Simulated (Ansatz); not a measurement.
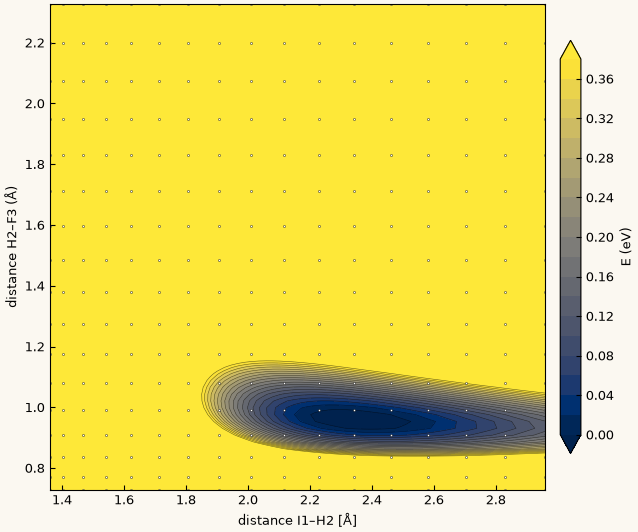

The system I⁻ + HF. The first coordinate is: distance I1–H2; the second: distance H2–F3. Nothing is relaxed (the angle I1–H2–F3 is fixed at 180 degrees). The grid has 17 × 17 points. All energies are given in eV relative to the lowest grid point. The reference is spin-restricted, so regions where a bond is pulled apart into radicals lie too high. Level of theory: RKS PBE0-D4/def2-SVPD (Ansatz).

In the figure: filled contours, dots at the grid points, one colour for all values above the top of the scale. Between grid points the surface is interpolated.

**Where is the minimum, and how stiff is the well along each coordinate?**

The interpolated minimum is at distance I1–H2 ≈ 2.348 Å, distance H2–F3 ≈ 0.958 Å. The curvatures there are about 1.8 eV/Å² and 44 eV/Å², with a cross term of about 3 eV/Å². Round the minimum the valley is somewhat tilted: raising distance I1–H2 shifts the best value of distance H2–F3 downwards (coupling k₁₂/√(k₁₁k₂₂) about 0.3).
